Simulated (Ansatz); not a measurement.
Consider CdS in the wurtzite structure (space group P6_3mc, No. 186; a = 4.074 Å, c = 6.637 Å). Axes: x lies along a and z along c of the hexagonal cell.

The change: uniaxial strain ε_zz = −2.40 %, all other strain components held at zero, atoms relaxed at fixed cell.

All numbers come from Ansatz (a program for electronic structure), LDA, PAW, cutoff 420 eV, no SOC.

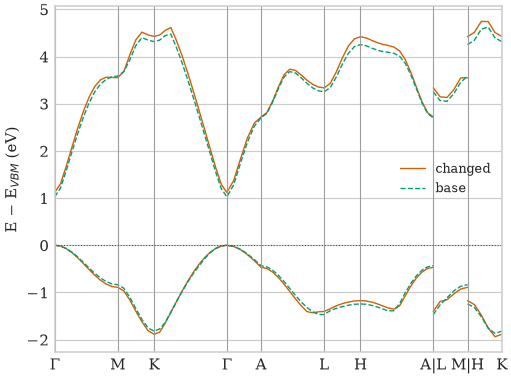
Figure: Highest valence and lowest conduction band along the path, each from its own valence-band maximum

The gap is 1.12 eV, direct at Γ; the base has 1.03 eV.

Gaps are Kohn–Sham eigenvalue differences; semilocal functionals usually give less than the measured gap. No phonon test of stability was made.
